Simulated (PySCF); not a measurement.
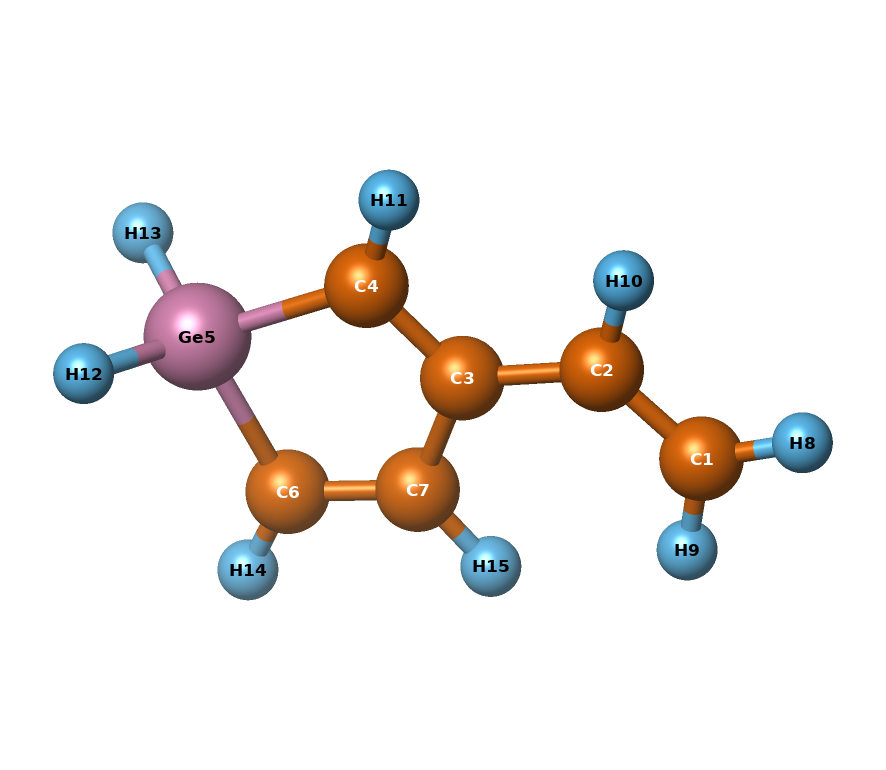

The geometry was computed by an optimisation with PBE0-D3(BJ)/def2-SVP. No frequency run is at hand to confirm it as a minimum. Properties computed with delta-SCF UKS SCAN, pcX-2 on the ionised atom, pcseg-1 elsewhere, spin-free X2C (PySCF 2.14.0).

Give the core-electron binding energies (to vacuum) of C1 1s, C2 1s, C3 1s, C4 1s, C6 1s, C7 1s.

| atom | level | binding energy (eV) |
| --- | --- | --- |
| C1 | 1s | 289.9 |
| C2 | 1s | 290.5 |
| C3 | 1s | 290.6 |
| C4 | 1s | 289.3 |
| C6 | 1s | 289.6 |
| C7 | 1s | 290.4 |
